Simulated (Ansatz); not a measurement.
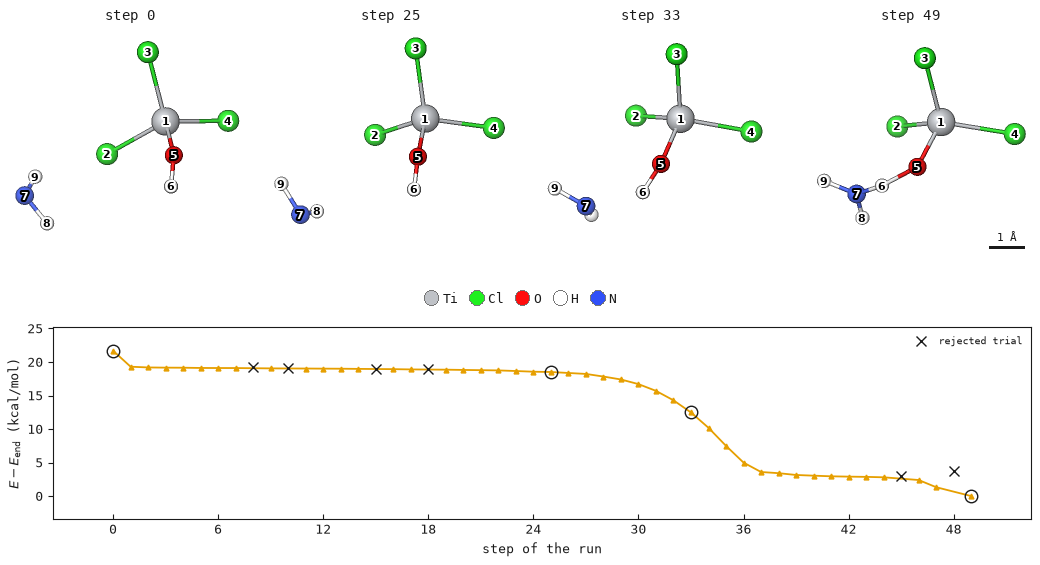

Frames of a relaxation of TiNH$_{3}$OCl$_{3}$ (multiplicity 2), marked on the history of the run. Style: ball-and-stick. Shown from a free direction.

The run prepares an end point of a later path (reaction) calculation, from a guessed geometry.

Theory: Ansatz 0.2.0, UKS PBE/def2-SVP. Set-up: collinear spin; force threshold 0.03 eV/Å; at most 50 steps.

> Describe the path.

The relaxation stopped without meeting its thresholds, so the last structure isn't shown to be converged. It used up its limit of 50 steps. The energy falls by 21.7 kcal/mol in 43 accepted moves (49 points after the start). The largest force component goes from 1.5 to 0.45 eV/Å. The line search rejected the trial steps at points 8, 10, 15, 18, 45, 48 of the run. The forces were under the threshold at step 9, but the run went on from there. H6 moves most after the best rigid fit: 2.94 Å. By element the largest moves are H 2.94 Å, N 1.95 Å, O 1.49 Å, Cl 1.34 Å, Ti 0.33 Å. Among the contacts that change: H6–N7 5.963 → 1.107 Å, Ti1–N7 5.236 → 3.361 Å, O5–H6 0.975 → 1.430 Å, Cl2–N7 2.932 → 2.564 Å. New bonds form, among them: H6–N7 (5.96 → 1.11 Å). Among the angles between lasting bonds that change: H8–N7–H9 99.9° → 113.3°, Cl2–Ti1–O5 107.8° → 95.9°, Cl3–Ti1–Cl4 110.3° → 115.4°. Groups turn about Ti1–O5 by about 30°. The run took 82 s on 4 threads of Intel(R) Xeon(R) 6975P-C (Granite Rapids), on a shared host, peak memory 0.27 GiB. From step 0 to 25: H9 moves most (1.22 Å), energy −3.17 kcal/mol. From step 25 to 33: H6 moves most (1.27 Å), energy −6.04 kcal/mol. From step 33 to 49: H6 moves most (1.12 Å), energy −12.5 kcal/mol.

Limits of the set-up: the start holds two separate molecules, 2.9 Å apart at their closest, whose relative position is a soft coordinate and is computed without a dispersion correction.
